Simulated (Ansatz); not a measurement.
**SbMo: the order of phases at one pressure, part 1 of 2**

Which of rocksalt, CsCl, zincblende, WC, anti NiAs has the lowest enthalpy for SbMo at one common pressure? Methods of the runs shown: LAPW. Companion runs by PAW are cited.

Program: Ansatz 0.2.0. Level of theory: DFT, PBEsol, all-electron LAPW, scalar-relativistic. These are calculated values, not measurements.

## Step 1: Starting point

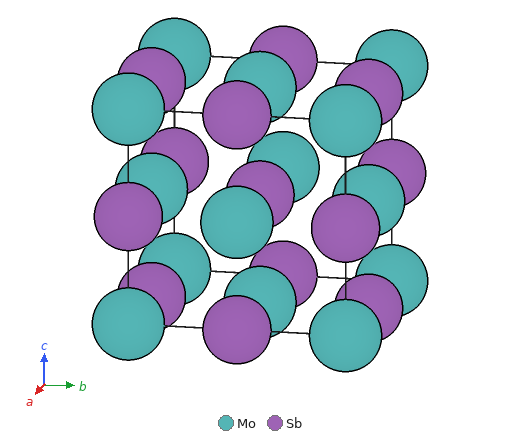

Start, viewed slightly off an axis; molybdenum teal, antimony purple. Atoms on the faces are drawn again on the opposite ones. The cell drawn here is the conventional one.

Structure file:

```
CELL_PARAMETERS angstrom
0.00000 2.44651 2.44651
2.44651 0.00000 2.44651
2.44651 2.44651 0.00000
ATOMIC_POSITIONS crystal
Mo 0.00000 0.00000 0.00000
Sb 0.50000 0.50000 0.50000
```

Atoms are numbered in the order of the input: Mo1, Sb2.

## Step 2: Rocksalt relaxed under pressure, LAPW

input.yaml

```yaml
crystal:
  lattice:
    - [0.0, 2.4465098168, 2.4465098168]
    - [2.4465098168, 0.0, 2.4465098168]
    - [2.4465098168, 2.4465098168, 0.0]
  atoms:
    - { symbol: Mo, position: [0.0, 0.0, 0.0] }
    - { symbol: Sb, position: [0.5, 0.5, 0.5] }
kpoints:
  mp_grid: { grid: [13, 13, 13] }
scf:
  occupations: { method: fermi_dirac, width: 0.08 }
hamiltonian:
  xc: pbesol
  pseudopotentials: { kind: all_electron, lapw: { basis_error: 0.0005 } }
output:
  forces: true
  stress: true
  eigenvalues: true
relax:
  f_tol: 0.005
  max_steps: 12
  cell: { p_target: 93.0, stress_tol: 0.046 }
```

The run is started by

```
ansatz run input.yaml --threads 1 --pin off --max-ram 3584MiB --backend cpu --events-out ev --progress --plain --runs-dir out
```

Standard output (excerpt; [...] marks lines left out):

```text
[...]
LAPW: plane waves up to 9.989 Å⁻¹, error target 5.0e-4 eV per atom; small_component_spin mean_spin; Mo in spheres of 1.150 Å, 32 of its electrons in bands, Dirac shells []; Sb in spheres of 1.223 Å, 33 of its electrons in bands, Dirac shells []
[...]
Pseudopotentials: kind: all_electron
Pseudopotential: Mo, LAPW, valence charge 32, Koelling and Harmon's equation, gaussian nucleus
Pseudopotential: Sb, LAPW, valence charge 33, Koelling and Harmon's equation, gaussian nucleus
Functional definition: PBEsol
[...]
Crystal: 2 atoms, lattice volume = 29.287 Å³
Basis set: ecut = 380.1246673460231 eV, 531 PW (Γ), exchange–correlation at level 2
Bands: 39, of which v1, the nominal top of the filled ones, is band 33 counted from 1 (32 counted from 0)
Symmetry: 48 space group operations
Space group: Fm-3m (ITA 225), of the structure as read, at distance tolerance 3.1e-5 Å
k-points: 84 of 2197
[...]
SCF iter   1: F=—  HF=-286407.290710 eV  |F-HF|=—  |Δ(HF+E_count)|=         —  Δρ=2.86e-2  dr2=1.92e-1  ethr=2.95e-4  ⟨swp⟩=2.9  Hψ=20642  notcnv=0
[...]
relax step   1: F+E_penalty+E_count = -286407.14018230 eV  Δ(F+E_penalty+E_count) = +0.000e0 eV  max|allowed force component| = 1.643e-30 eV/Å  Δτ_max = 0.0000 Å  P = +93.017 GPa  Ω = 29.287 Å³  (9 SCF iters, accepted)
[...]
relax step   2: F+E_penalty+E_count = -286407.14018230 eV  Δ(F+E_penalty+E_count) = -8.149e-10 eV  max|allowed force component| = 2.761e-30 eV/Å  Δτ_max = 0.0000 Å  P = +93.017 GPa  Ω = 29.287 Å³  stress off target by 1.69e-2 GPa  SCF on the basis re-selected at this cell (its energy is [...]
SCF converged after 2 iterations
Free energy (F): -286407.140182 eV
[...]
E sigma→0 (E₀):  -286407.118362 eV
Entropy (-TS):   -0.043641 eV (-21.820 meV/atom)
Fermi energy:    27.214399 eV
[...]
--- Forces (eV/Å), atoms counted from 1 ---
  atom   1  Mo     0.00000000     0.00000000    -0.00000000
  atom   2  Sb    -0.00000000     0.00000000     0.00000000
[...]
--- Stress (GPa, compression-positive) ---
       93.016937       0.000000       0.000000
        0.000000      93.016937       0.000000
        0.000000       0.000000      93.016937
  P = ⅓ Tr σ = 93.0169 GPa (930.169 kbar)
--- Band table (eV; the first three rows and the last of 84) ---
[...]
--- Relaxed structure (1 steps of the walk, 1 accepted, 1 SCFs on fresh bases) ---
  F+E_penalty+E_count = -286407.14018230 eV   max|allowed force component| = 2.761e-30 eV/Å   (the final SCF, on the basis selected at the relaxed cell)
  cell:  # Å, volume = 29.2867 Å³
    - [0.0, 2.4465098168, 2.4465098168]
    - [2.4465098168, 0.0, 2.4465098168]
    - [2.4465098168, 2.4465098168, 0.0]
  atoms:
    - { symbol: Mo, position: [0.0, 0.0, 0.0] }
    - { symbol: Sb, position: [0.5, 0.5, 0.5] }
```

It took 58 s on 1 thread of Arm Neoverse V2, shared host; peak memory 0.58 GiB.

The steps of the relaxation:

```tsv
step	energy from step 1 (eV/cell)	largest force component (eV/Å)	pressure (GPa)	volume (Å³)
1	0.0000	0.0000	93.02	29.29
2	0.0000	0.0000	93.02	29.29
```

Step 1 is the start. Step 2 repeats the geometry before on a plane-wave basis chosen anew for that cell, so the energy can jump there without any move; the table keeps such jumps.

| input's cell | before | after | change |
| --- | --- | --- | --- |
| a (Å) | 3.460 | 3.460 | -0.0 % |
| b (Å) | 3.460 | 3.460 | -0.0 % |
| c (Å) | 3.460 | 3.460 | -0.0 % |
| volume (Å³/atom) | 14.64 | 14.64 | -0.0 % |

Read from it: pressure 93.02 GPa; no gap.

## Step 3: CsCl relaxed under pressure, LAPW

input.yaml: that of step 2 with these lines changed.

```diff
@@ -2,5 +2,5 @@
   lattice:
-    - [0.0, 2.4465098168, 2.4465098168]
-    - [2.4465098168, 0.0, 2.4465098168]
-    - [2.4465098168, 2.4465098168, 0.0]
+    - [2.9957239591, 0.0, 0.0]
+    - [0.0, 2.9957239591, 0.0]
+    - [0.0, 0.0, 2.9957239591]
   atoms:
```

The run is started by

```
ansatz run input.yaml --threads 1 --pin off --max-ram 3584MiB --backend cpu --events-out ev --progress --plain --runs-dir out
```

Standard output (excerpt; [...] marks lines left out):

```text
[...]
LAPW: plane waves up to 9.376 Å⁻¹, error target 5.0e-4 eV per atom; small_component_spin mean_spin; Mo in spheres of 1.227 Å, 32 of its electrons in bands, Dirac shells []; Sb in spheres of 1.290 Å, 23 of its electrons in bands, Dirac shells []
[...]
[... 2 set-up lines as earlier in the session ...]
Pseudopotential: Sb, LAPW, valence charge 23, Koelling and Harmon's equation, gaussian nucleus
[... 1 set-up line as earlier in the session ...]
[...]
Crystal: 2 atoms, lattice volume = 26.885 Å³
Basis set: ecut = 334.90537593356635 eV, 365 PW (Γ), exchange–correlation at level 2
Bands: 33, of which v1, the nominal top of the filled ones, is band 28 counted from 1 (27 counted from 0)
[... 1 set-up line as earlier in the session ...]
Space group: Pm-3m (ITA 221), of the structure as read, at distance tolerance 3.0e-5 Å
k-points: 84 of 2197
[...]
Entropy (-TS):   -0.026772 eV (-13.386 meV/atom)
Fermi energy:    29.680198 eV
[...]
--- Forces (eV/Å), atoms counted from 1 ---
  atom   1  Mo     0.00000000    -0.00000000    -0.00000000
  atom   2  Sb    -0.00000000     0.00000000     0.00000000
[...]
--- Stress (GPa, compression-positive) ---
       93.033597      -0.000000       0.000000
       -0.000000      93.033597      -0.000000
        0.000000      -0.000000      93.033597
  P = ⅓ Tr σ = 93.0336 GPa (930.336 kbar)
--- Band table (eV; the first three rows and the last of 84) ---
[...]
--- Relaxed structure (1 steps of the walk, 1 accepted, 1 SCFs on fresh bases) ---
  F+E_penalty+E_count = -286408.82207510 eV   max|allowed force component| = 1.841e-30 eV/Å   (the final SCF, on the basis selected at the relaxed cell)
  cell:  # Å, volume = 26.8847 Å³
    - [2.9957239591, 0.0, 0.0]
    - [0.0, 2.9957239591, 0.0]
    - [0.0, 0.0, 2.9957239591]
  atoms:
    - { symbol: Mo, position: [0.0, 0.0, 0.0] }
    - { symbol: Sb, position: [0.49999999999999994, 0.49999999999999994, 0.49999999999999994] }
```

Run time: 44 s. Hardware: 1 thread of Arm Neoverse V2, shared host; peak memory 0.51 GiB.

Step by step:

```tsv
step	energy from step 1 (eV/cell)	largest force component (eV/Å)	pressure (GPa)	volume (Å³)
1	0.0000	0.0000	93.03	26.88
2	0.0000	0.0000	93.03	26.88
```

Step 1 is the start. Step 2 repeats the geometry before on a plane-wave basis chosen anew for that cell, so the energy can jump there without any move; the table keeps such jumps.

| input's cell | before | after | change |
| --- | --- | --- | --- |
| a (Å) | 2.996 | 2.996 | +0.0 % |
| b (Å) | 2.996 | 2.996 | +0.0 % |
| c (Å) | 2.996 | 2.996 | +0.0 % |
| volume (Å³/atom) | 13.44 | 13.44 | +0.0 % |

Result: pressure 93.03 GPa; no gap.

## Step 4: Zincblende relaxed under pressure, LAPW

input.yaml

```yaml
crystal:
  lattice:
    - [0.0, 2.6187739154, 2.6187739154]
    - [2.6187739154, 0.0, 2.6187739154]
    - [2.6187739154, 2.6187739154, 0.0]
  atoms:
    - { symbol: Mo, position: [0.0, 0.0, 0.0] }
    - { symbol: Sb, position: [0.25, 0.25, 0.25] }
kpoints:
  mp_grid: { grid: [12, 12, 12] }
scf:
  occupations: { method: fermi_dirac, width: 0.08 }
hamiltonian:
  xc: pbesol
  pseudopotentials: { kind: all_electron, lapw: { basis_error: 0.0005 } }
output:
  forces: true
  stress: true
  eigenvalues: true
relax:
  f_tol: 0.005
  max_steps: 12
  cell: { p_target: 93.0, stress_tol: 0.046 }
```

The run is started by

```
ansatz run input.yaml --threads 1 --pin off --max-ram 3584MiB --backend cpu --events-out ev --progress --plain --runs-dir out
```

Standard output:

```text
The last accepted step is kept in <dir> (removed where the run ends without a failure and the disk answers)
LAPW: plane waves up to 10.822 Å⁻¹, error target 5.0e-4 eV per atom; small_component_spin mean_spin; Mo in spheres of 1.058 Å, 32 of its electrons in bands, Dirac shells []; Sb in spheres of 1.142 Å, 33 of its electrons in bands, Dirac shells []
Engine: ansatz 0.2.0
[... 4 set-up lines as earlier in the session ...]
  exchange = pbesol_x
  correlation = pbesol_c
Crystal: 2 atoms, lattice volume = 35.919 Å³
Basis set: ecut = 446.199318944877 eV, 749 PW (Γ), exchange–correlation at level 2
Bands: 39, of which v1, the nominal top of the filled ones, is band 33 counted from 1 (32 counted from 0)
Symmetry: 24 space group operations
Space group: F-43m (ITA 216), of the structure as read, at distance tolerance 3.3e-5 Å
k-points: 72 of 1728 (time reversal used)
Non-local potential: Mo, projectors of the file, none
Non-local potential: Sb, projectors of the file, none
Initial density: superposition of atomic densities (chi_scale 0.1, normalization cell, long waves kept (reshape's long-wave potential 0.00 eV rms))
Initial wavefunctions: plane waves of lowest kinetic energy (no species holds an atomic orbital)
Functional: x = pbesol(κ = 0.804, μ = 0.12345679012345678), c = pbesol(β = 0.046)
iter 1 solved again at ethr=4.14e-4 eV; its pass at ethr=1.00e-1 eV (dr2=2.69e-1 eV) is discarded
SCF iter   1: F=—  HF=-286404.652249 eV  |F-HF|=—  |Δ(HF+E_count)|=         —  Δρ=3.16e-2  dr2=2.70e-1  ethr=4.14e-4  ⟨swp⟩=2.2  Hψ=18090  notcnv=0
preconditioner: auto → LDOS  [metal: Δε(μ)=0.022 eV  Ē_g=10.518 eV  σ=0.080 eV  W_gap=0.07  n_scr=14 (ndim 8)  ℏωp=20.5 eV  f_vac=0.021  D(μ)=3.92/eV (n_scr^D=58)  β→1.0]
SCF iter   2: F=—  HF=-286404.581405 eV  |F-HF|=—  |Δ(HF+E_count)|=   7.08e-2  Δρ=1.32e-2  dr2=6.27e-2  ethr=4.14e-4  ⟨swp⟩=2.0  Hψ=8484  notcnv=0
SCF iter   3: F=—  HF=-286404.564260 eV  |F-HF|=—  |Δ(HF+E_count)|=   1.71e-2  Δρ=6.94e-3  dr2=1.02e-2  ethr=9.65e-5  ⟨swp⟩=2.0  Hψ=8420  notcnv=0
SCF iter   4: F=—  HF=-286404.554278 eV  |F-HF|=—  |Δ(HF+E_count)|=   9.98e-3  Δρ=2.25e-3  dr2=1.29e-3  ethr=1.58e-5  ⟨swp⟩=2.0  Hψ=8073  notcnv=0
iter 5 solved again at ethr=9.18e-8 eV; its pass at ethr=1.99e-6 eV (dr2=5.97e-5 eV) is discarded
SCF iter   5: F=—  HF=-286404.553791 eV  |F-HF|=—  |Δ(HF+E_count)|=         —  Δρ=4.53e-4  dr2=5.96e-5  ethr=9.18e-8  ⟨swp⟩=2.0  Hψ=13840  notcnv=0
the basis was enlarged: its passes take 221.1 KiB over the memory plan, 1 of 1 planned eigensolver slots
SCF iter   6: F=—  HF=-286404.553789 eV  |F-HF|=—  |Δ(HF+E_count)|=   1.38e-6  Δρ=7.07e-5  dr2=1.68e-6  ethr=9.18e-8  ⟨swp⟩=2.0  Hψ=8072  notcnv=0
SCF iter   7: F=-286404.553789 eV  HF=-286404.553789 eV  |F-HF|=6.05e-9  |Δ(HF+E_count)|=   4.50e-7  Δρ=1.82e-5  dr2=4.41e-8  ethr=2.58e-9  ⟨swp⟩=2.5  Hψ=8116  notcnv=0
SCF 1 converged in 7 iterations: F = -286404.553789 eV  dr2 = 4.41e-8
relax step   1: F+E_penalty+E_count = -286404.55378901 eV  Δ(F+E_penalty+E_count) = +0.000e0 eV  max|allowed force component| = 3.701e-16 eV/Å  Δτ_max = 0.0000 Å  P = +92.926 GPa  Ω = 35.919 Å³  (7 SCF iters, accepted)
Crystal: 2 atoms, lattice volume = 35.903 Å³
Basis set: ecut = 446.33194499056145 eV, 749 PW (Γ), exchange–correlation at level 2
Initial density: handed on by an earlier stage of this run
Initial wavefunctions: those handed on with the density
iter 1 solved again at ethr=1.88e-9 eV; its pass at ethr=1.00e-1 eV (dr2=1.22e-6 eV) is discarded
SCF iter   1: F=—  HF=-286404.544495 eV  |F-HF|=—  |Δ(HF+E_count)|=         —  Δρ=4.41e-5  dr2=9.59e-7  ethr=1.88e-9  ⟨swp⟩=4.0  Hψ=13514  notcnv=0
preconditioner: auto → LDOS  [metal: Δε(μ)=0.012 eV  Ē_g=22.286 eV  σ=0.080 eV  W_gap=0.04  n_scr=14 (ndim 8)  ℏωp=28.4 eV  f_vac=0.060  D(μ)=3.88/eV (n_scr^D=58)  β→1.0]
SCF iter   2: F=—  HF=-286404.544495 eV  |F-HF|=—  |Δ(HF+E_count)|=   3.24e-7  Δρ=2.21e-5  dr2=1.18e-7  ethr=1.48e-9  ⟨swp⟩=2.2  Hψ=8089  notcnv=0
SCF iter   3: F=-286404.544495 eV  HF=-286404.544495 eV  |F-HF|=5.56e-8  |Δ(HF+E_count)|=   1.25e-8  Δρ=7.93e-6  dr2=2.04e-8  ethr=1.81e-10  ⟨swp⟩=2.0  Hψ=8072  notcnv=0
SCF 2 converged in 3 iterations: F = -286404.544495 eV  dr2 = 2.04e-8
relax step   2: F+E_penalty+E_count = -286404.54449505 eV  Δ(F+E_penalty+E_count) = +9.294e-3 eV  max|allowed force component| = 1.226e-16 eV/Å  Δτ_max = 0.0000 Å  P = +93.105 GPa  Ω = 35.903 Å³  (3 SCF iters, rejected (line search))
Crystal: 2 atoms, lattice volume = 35.912 Å³
Basis set: ecut = 446.2540058329477 eV, 749 PW (Γ), exchange–correlation at level 2
iter 1 solved again at ethr=4.62e-10 eV; its pass at ethr=1.00e-1 eV (dr2=3.00e-7 eV) is discarded
SCF iter   1: F=—  HF=-286404.549958 eV  |F-HF|=—  |Δ(HF+E_count)|=         —  Δρ=2.02e-5  dr2=2.29e-7  ethr=4.62e-10  ⟨swp⟩=4.0  Hψ=13658  notcnv=0
preconditioner: auto → LDOS  [metal: Δε(μ)=0.012 eV  Ē_g=22.285 eV  σ=0.080 eV  W_gap=0.04  n_scr=14 (ndim 8)  ℏωp=28.4 eV  f_vac=0.060  D(μ)=3.88/eV (n_scr^D=58)  β→1.0]
SCF iter   2: F=-286404.549958 eV  HF=-286404.549958 eV  |F-HF|=2.71e-8  |Δ(HF+E_count)|=   8.32e-8  Δρ=9.55e-6  dr2=2.49e-8  ethr=3.52e-10  ⟨swp⟩=2.0  Hψ=8075  notcnv=0
SCF 3 converged in 2 iterations: F = -286404.549958 eV  dr2 = 2.49e-8
relax step   3: F+E_penalty+E_count = -286404.54995809 eV  Δ(F+E_penalty+E_count) = +3.831e-3 eV  max|allowed force component| = 2.313e-16 eV/Å  Δτ_max = 0.0000 Å  P = +93.001 GPa  Ω = 35.912 Å³  (2 SCF iters, accepted)
iter 1 solved again at ethr=4.00e-11 eV; its pass at ethr=1.00e-1 eV (dr2=2.60e-8 eV) is discarded
SCF iter   1: F=—  HF=-286404.549958 eV  |F-HF|=—  |Δ(HF+E_count)|=         —  Δρ=9.51e-6  dr2=2.60e-8  ethr=4.00e-11  ⟨swp⟩=3.0  Hψ=13277  notcnv=0
SCF iter   2: F=-286404.549958 eV  HF=-286404.549958 eV  |F-HF|=6.58e-9  |Δ(HF+E_count)|=   3.96e-9  Δρ=4.15e-6  dr2=5.62e-9  ethr=3.99e-11  ⟨swp⟩=2.0  Hψ=8072  notcnv=0
SCF 4 converged in 2 iterations: F = -286404.549958 eV  dr2 = 5.62e-9
relax step   4: F+E_penalty+E_count = -286404.54995812 eV  Δ(F+E_penalty+E_count) = -2.485e-8 eV  max|allowed force component| = 2.752e-16 eV/Å  Δτ_max = 0.0000 Å  P = +93.000 GPa  Ω = 35.912 Å³  stress off target by 3.19e-4 GPa  SCF on the basis re-selected at this cell (its energy is not comparable with the rows above)  (2 SCF iters)
basis re-selected at this cell: Δ(F+E_penalty+E_count) = -2.485e-8 eV, ΔP = -0.001 GPa vs the last step (what re-selecting the basis moved, after the strain that the cell walked since its last selection, with what the two solves' SCF thresholds leave and, on support functions, any second-order correction that the steps lacked; it is no measure of the basis error at this ecutwfc). This SCF's stress stands 3.19e-4 GPa from its target on what of the cell is left free (relax.cell.stress_tol is 4.60e-2 GPa) and its largest allowed force component is 2.75e-16 eV/Å (relax.f_tol is 5.00e-3 eV/Å): within both
SCF converged after 2 iterations
Free energy (F): -286404.549958 eV
Harris-Foulkes:  -286404.549958 eV  (|F-HF|=6.58e-9)
Internal energy: -286404.473446 eV  (E = F + TS)
E sigma→0 (E₀):  -286404.511702 eV
Entropy (-TS):   -0.076512 eV (-38.256 meV/atom)
Fermi energy:    20.775055 eV
--- Per-component energies (eV) ---
  E_band       = -10624.644082
  E_kinetic    = 299938.889144
  E_xc         = -7890.078146
  E_electrostatic = -578453.284444  (all electrons and nuclei)
  E_smearing   = -0.076512  (= −TS)
  E_closure    = 0.000000  (closes the sum)
  E_atoms      = -286394.817226  (free atoms, spherical and without spin; not in F)
  Σ components = -286404.549958   (vs F -286404.549958, Δ=0.00e0)
  Basis errors (estimates in eV, not in F): energy 2.1e-4 per atom: plane waves 1.9e-4 (1.2e-4 summed), levels above the bands 1.1e-57, relativity 3.6e-8, radial functions 1.8e-5, core shells 1.5e-7; eigenvalues (radial functions only) 2.1e-7; not estimated: angular momenta, meshes, grids; target (lapw.basis_error) 5.0e-4; muffin-tin radii Mo 1.058 Å, Sb 1.142 Å
--- Forces (eV/Å), atoms counted from 1 ---
  atom   1  Mo    -0.00000000    -0.00000000    -0.00000000
  atom   2  Sb     0.00000000     0.00000000     0.00000000
  max |Σ_I F_I| component: 3.01e-16 eV/Å
--- Stress (GPa, compression-positive) ---
       93.000319       0.000000       0.000000
        0.000000      93.000319       0.000000
        0.000000       0.000000      93.000319
  P = ⅓ Tr σ = 93.0003 GPa (930.003 kbar)
--- Band table (eV; the first three rows and the last of 72) ---
  k-point 0: bands = ["-489.4410", "-489.4410", "-489.4410", "-489.4358", "-489.4358", "-450.1248", "-353.0934", "-353.0934", "-353.0934", "-195.2359", "-195.2359", "-195.2359", "-195.2248", "-195.2248", "-122.8958", "-75.9698", "-75.9698", "-75.9698", "-39.2062", "-13.8399", "-13.8399", "-13.8399", "-8.0508", "-8.0508", "-7.8294", "-7.8294", "-7.8294", "8.6095", "16.8426", "16.8426", "16.8426", "20.4003", "20.4003", "26.5707", "28.6752", "28.6752", "28.6752", "32.0637", "32.0637"]
  k-point 1: bands = ["-489.4410", "-489.4410", "-489.4410", "-489.4358", "-489.4358", "-450.1248", "-353.0934", "-353.0934", "-353.0934", "-195.2359", "-195.2359", "-195.2359", "-195.2248", "-195.2248", "-122.8958", "-75.9698", "-75.9698", "-75.9698", "-39.2055", "-13.8377", "-13.8377", "-13.8368", "-8.0517", "-8.0517", "-7.8495", "-7.8331", "-7.8331", "8.7258", "16.7167", "16.8982", "16.8982", "20.3464", "20.3464", "26.7831", "28.1822", "28.8142", "28.8142", "31.0270", "31.7020"]
  k-point 2: bands = ["-489.4410", "-489.4410", "-489.4410", "-489.4358", "-489.4358", "-450.1248", "-353.0934", "-353.0934", "-353.0934", "-195.2359", "-195.2359", "-195.2359", "-195.2248", "-195.2248", "-122.8958", "-75.9699", "-75.9698", "-75.9698", "-39.2037", "-13.8316", "-13.8316", "-13.8281", "-8.0537", "-8.0537", "-7.9045", "-7.8439", "-7.8439", "9.0562", "16.4123", "17.0401", "17.0401", "20.2444", "20.2444", "26.3759", "27.9064", "28.9507", "28.9507", "29.8601", "31.1137"]
  k-point 71: bands = ["-489.4410", "-489.4410", "-489.4410", "-489.4358", "-489.4358", "-450.1248", "-353.0934", "-353.0934", "-353.0934", "-195.2359", "-195.2359", "-195.2359", "-195.2248", "-195.2248", "-122.8958", "-75.9703", "-75.9700", "-75.9700", "-39.1932", "-13.8205", "-13.7720", "-13.7669", "-8.1131", "-8.1017", "-8.0372", "-8.0172", "-7.9136", "11.4456", "15.7514", "17.3055", "18.6590", "19.6214", "20.7915", "21.5118", "22.5740", "24.3552", "31.2067", "31.5504", "32.3516"]
--- Relaxed structure (3 steps of the walk, 2 accepted, 1 SCFs on fresh bases) ---
  F+E_penalty+E_count = -286404.54995812 eV   max|allowed force component| = 2.752e-16 eV/Å   (the final SCF, on the basis selected at the relaxed cell)
  cell:  # Å, volume = 35.9124 Å³
    - [2.9298389189149644e-33, 2.6186134496316895, 2.6186134496316895]
    - [2.6186134496316895, 6.190877019968143e-33, 2.6186134496316895]
    - [2.6186134496316895, 2.6186134496316895, 6.522076202106356e-33]
  atoms:
    - { symbol: Mo, position: [-5.515739445074614e-34, 8.702611124451057e-34, 8.947755099787707e-34] }
    - { symbol: Sb, position: [0.25, 0.25, 0.25] }
```

Wall time 2.8 min (1 thread of Arm Neoverse V2, shared host); peak memory 0.55 GiB.

Step by step:

```tsv
step	energy from step 1 (eV/cell)	largest force component (eV/Å)	pressure (GPa)	volume (Å³)
1	0.0000	0.0000	92.93	35.92
2x	0.0093	0.0000	93.11	35.90
3	0.0038	0.0000	93.00	35.91
4	0.0038	0.0000	93.00	35.91
```

Step 1 is the start. Step 4 repeats the geometry before on a plane-wave basis chosen anew for that cell, so the energy can jump there without any move; the table keeps such jumps. 1 step was tried and not accepted (2; marked x where the table lists them).

| input's cell | before | after | change |
| --- | --- | --- | --- |
| a (Å) | 3.704 | 3.703 | -0.0 % |
| b (Å) | 3.704 | 3.703 | -0.0 % |
| c (Å) | 3.704 | 3.703 | -0.0 % |
| volume (Å³/atom) | 17.96 | 17.96 | -0.0 % |

In short: pressure 93.00 GPa; no gap.

(Continued in part 2 of 2.)
